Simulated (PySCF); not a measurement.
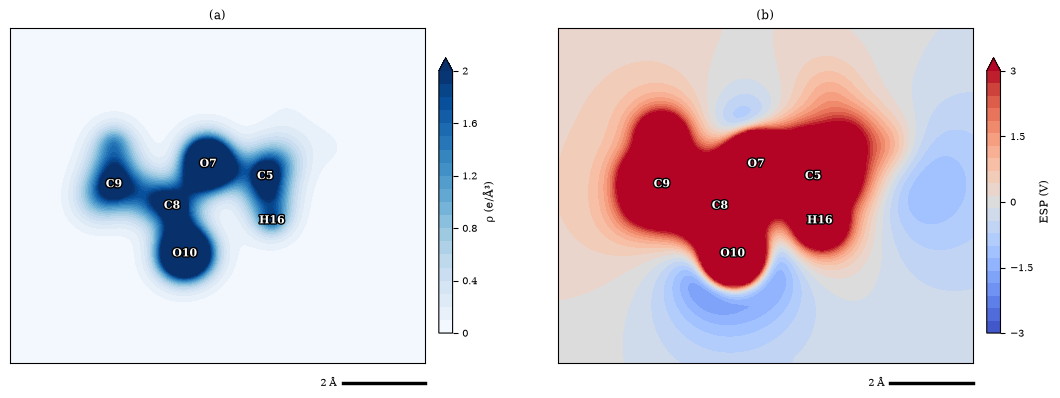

*C6H12O3S. (a) total electron density; (b) electrostatic potential on the plane of atoms C9, C8 and O10.*

Geometry: GFN2-xTB.

These are results of PBE0/pcSseg-1, SCF density, gas phase, non-relativistic (PySCF), not measurements.

```xyz
22

C    -3.0213    1.0268   -0.4544
C    -1.5579    0.6357   -0.4170
S    -1.3534   -0.7398    0.8121
O    -2.1342   -1.8636    0.2951
C     0.4262   -1.1630    0.3292
C     0.8216   -2.4093    1.0919
O     1.2531   -0.0712    0.6836
C     1.7961    0.6735   -0.2952
C     2.6569    1.7615    0.2841
O     1.6093    0.4787   -1.4658
H    -3.6243    0.1498   -0.6800
H    -3.3388    1.4265    0.5067
H    -3.1991    1.7783   -1.2205
H    -0.9277    1.4552   -0.0767
H    -1.2196    0.2806   -1.3887
H     0.4431   -1.3207   -0.7545
H     0.9210   -2.1773    2.1497
H     0.0430   -3.1566    0.9608
H     1.7656   -2.8073    0.7258
H     3.7014    1.4989    0.1278
H     2.4656    1.8688    1.3470
H     2.4631    2.6940   -0.2393
```

Interpret the plot.

Answer. The plane passes through C, O and H nuclei.
C–O (1.20 Å): ρ is about 3.3 e/Å³ halfway.
C–C (1.50 Å): the density is about 1.8 e/Å³ at the midpoint.
C–H (1.10 Å): the density is about 2.1 e/Å³ at the midpoint.
C–O (1.34 Å): the density is about 2.4 e/Å³ at the midpoint, with its minimum of 2.1 e/Å³ about 0.5 Å from C.
Outside the dense part of the molecule the potential is most negative (−1.8 V) near O10.
